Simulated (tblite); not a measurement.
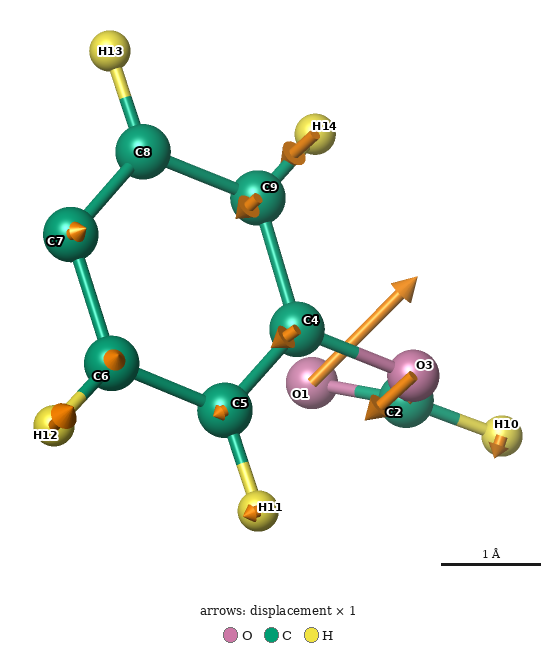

A relaxation of C7H5O2 (multiplicity 2). The starting structure is drawn; orange arrows show the displacements, at their true length. The two geometries are superimposed by the best rigid fit.

A ball-and-stick model, seen from a free direction.

Theory: tblite 0.8.0, GFN2-xTB geometry optimisation, gas phase. 

Q: Which element moves most?

A: Oxygen: up to 1.54 Å, against 0.61 Å for hydrogen.

Q: What happened in the run?

A: O1 moves most after the best rigid fit: 1.54 Å. By element the largest moves are O 1.54 Å, H 0.61 Å, C 0.37 Å. Some distances before and after: C2–O3 1.375 → 1.321 Å, O1–C2 1.232 → 1.195 Å, C7–C8 1.397 → 1.362 Å, C6–C7 1.393 → 1.365 Å. Among the angles between lasting bonds that change: C2–O3–C4 114.5° → 124.8°, O3–C4–C5 119.6° → 113.9°, O3–C4–C9 119.7° → 124.8°. Groups turn about O3–C4 by about 70°. After 106 geometry steps the energy has fallen by 25.9 kJ/mol. Cost: 0.63 s on 1 thread of Arm Neoverse V1 (shared host).
